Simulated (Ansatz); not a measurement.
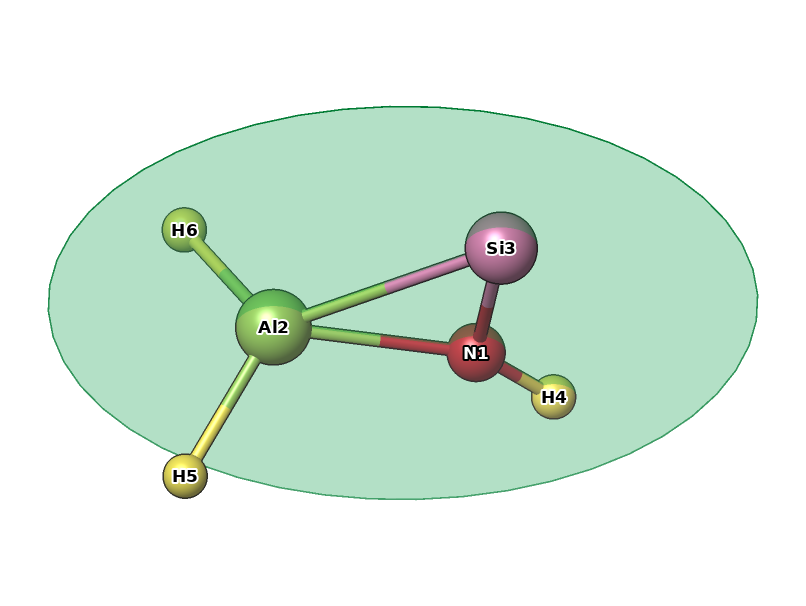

A disc through the centre of mass is drawn in. Depth is shown by fading: the farther an atom, the more it takes the colour of the background. Charge −1, singlet. Computed geometry: PBE-D4/def2-SVPD optimisation. No frequency run is at hand to confirm it as a minimum.

Question: Is the plane of the disc a mirror plane of the structure?

Answer: Yes. The reflection leaves N1, Al2, Si3, H4 in place and moves H5 ↔ H6. The point group is Cs.
